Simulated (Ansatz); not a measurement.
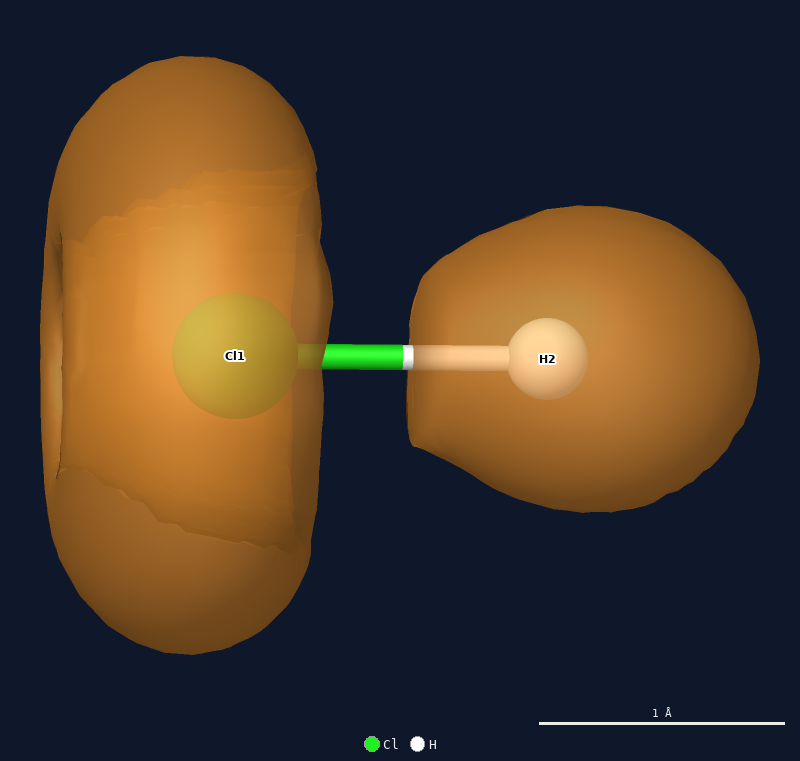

HCl. Isosurface of the electron localisation function at 0.85 (orange), seen from one side. Only the valence region is drawn (cores and ρ < 0.01 e/Å³ removed).

Geometry: PBE0-D4/def2-TZVP.

Computed with Ansatz 0.2.0, RKS PBE0-D4/def2-TZVPPD.

```xyz
2

Cl    0.2103   -0.0693   -2.4626
H     0.0591   -0.2841   -1.2109
```

Q: Describe the localisation domains.

A: The surface consists of one region around a hydrogen nucleus and one ring or bowl of non-bonding electrons around Cl. Along the contacts the grid gives the following. Cl–H (1.28 Å): the ELF climbs to about 1 towards the hydrogen, as it does in any bond to H.
